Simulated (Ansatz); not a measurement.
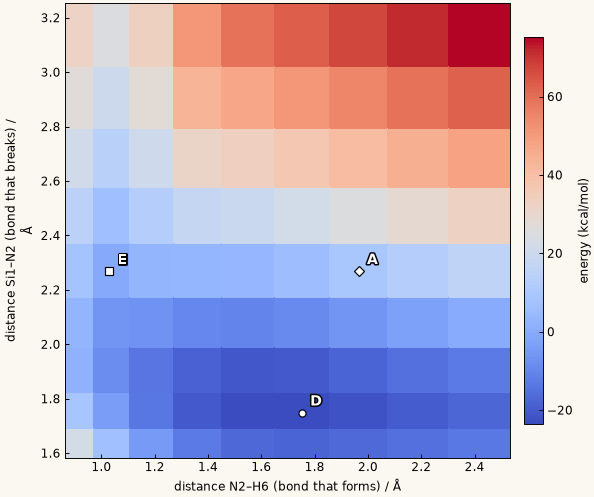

The reacting system FH₆NOSi (fragments H₅NOSi + FH where the first distance is long, H₂OSi + H₃N + FH where the second is long). The first coordinate is: distance N2–H6 (bond that forms); the second: distance Si1–N2 (bond that breaks). Relaxed at each point: all other coordinates. Grid: 9 × 9 points. Points are written as (first, second). Energies are in kcal/mol, from a guessed transition structure relaxed with its forming and breaking bonds held. Energies and slopes of some neighbouring points disagree (a jump in structure or state, or too coarse a mesh). The reference is spin-restricted, so regions where a bond is pulled apart into radicals lie too high. These are results of RKS PBE0-D4/def2-SVP (Ansatz), not measurements.

In the figure: one coloured cell a grid point, lettered points.

Rank the lettered points by energy, lowest first.

D (−24 kcal/mol), E (−0.7 kcal/mol), A (9 kcal/mol).
